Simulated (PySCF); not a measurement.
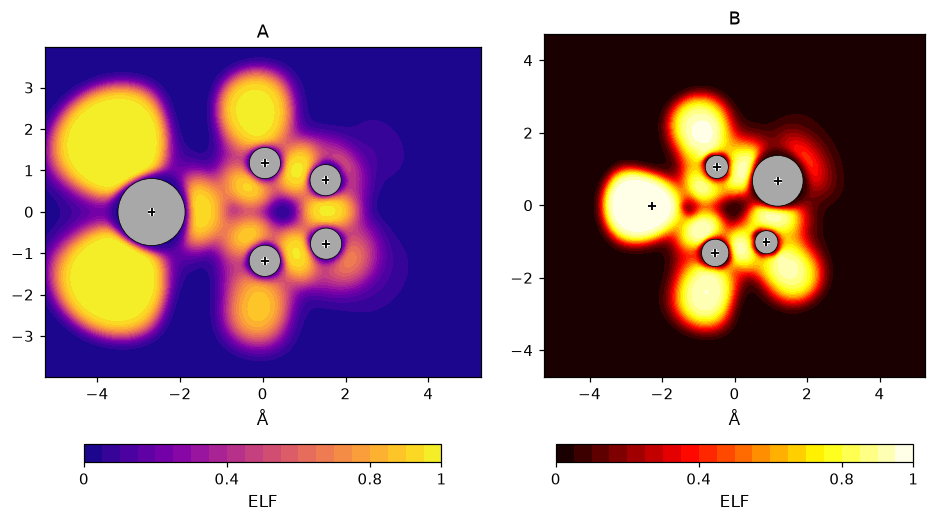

The electron localisation function of 2 systems, each on a plane through atoms (crosses mark nuclei in the plane; grey discs cover the cores).

The calculation used PBE0/def2-SVPD, SCF density, gas phase (PySCF 2.14.0).

System 1: C$_{5}$H$_{11}$AlF (charge −1), the plane of atoms C2, C3 and C4. Geometry: GFN2-xTB.

```xyz
18

F    -1.6224    0.8224   -2.2898
C    -1.3966    0.0059   -1.1768
C    -1.6694    0.7731    0.1244
C    -0.3869    0.6213    0.9584
C     0.3305   -0.6184    0.4081
Al    2.3658   -0.5127    0.7902
C     0.0508   -0.4709   -1.0915
H    -2.0956   -0.8310   -1.3109
H    -1.9031    1.8152   -0.1038
H    -2.5274    0.3412    0.6453
H    -0.6007    0.5386    2.0249
H     0.2593    1.4916    0.8125
H    -0.2401   -1.5010    0.7522
H     2.5908   -0.5240    2.3839
H     3.0942   -1.7550    0.0731
H     2.8213    0.8947    0.1428
H     0.7007    0.3064   -1.5034
H     0.2202   -1.3911   -1.6514
```

System 2: C$_{3}$H$_{10}$N$_{2}$Si (SMILES C[SiH]1NCCN1), the plane of atoms N3, Si2 and N6. Geometry: GFN2-xTB.

```xyz
16

C     2.3998    0.2961   -0.3273
Si    0.7403   -0.6103   -0.2486
N    -0.0804   -0.2431    1.2230
C    -1.5029   -0.1388    0.9846
C    -1.6485    0.4911   -0.3995
N    -0.5804   -0.0573   -1.2063
H     2.3123    1.3540   -0.1020
H     2.8272    0.1985   -1.3192
H     3.1062   -0.1364    0.3721
H     0.9201   -2.0385   -0.5693
H     0.1495   -0.6685    2.1055
H    -1.9884   -1.1245    0.9896
H    -1.9754    0.4834    1.7507
H    -2.6226    0.2467   -0.8368
H    -1.5735    1.5839   -0.3175
H    -0.4909    0.3728   -2.1105
```

**Which map belongs to which system?**

Panel A is system 1, C$_{5}$H$_{11}$AlF: the plane holds C and Al. C–C (1.53 Å): the ELF peaks at about 0.95 between the atoms (a shared electron pair). Panel B is system 2, C$_{3}$H$_{10}$N$_{2}$Si: the plane holds Si, N, C and H. C–N (1.45 Å): the ELF peaks at about 0.90 between the atoms (a shared electron pair).
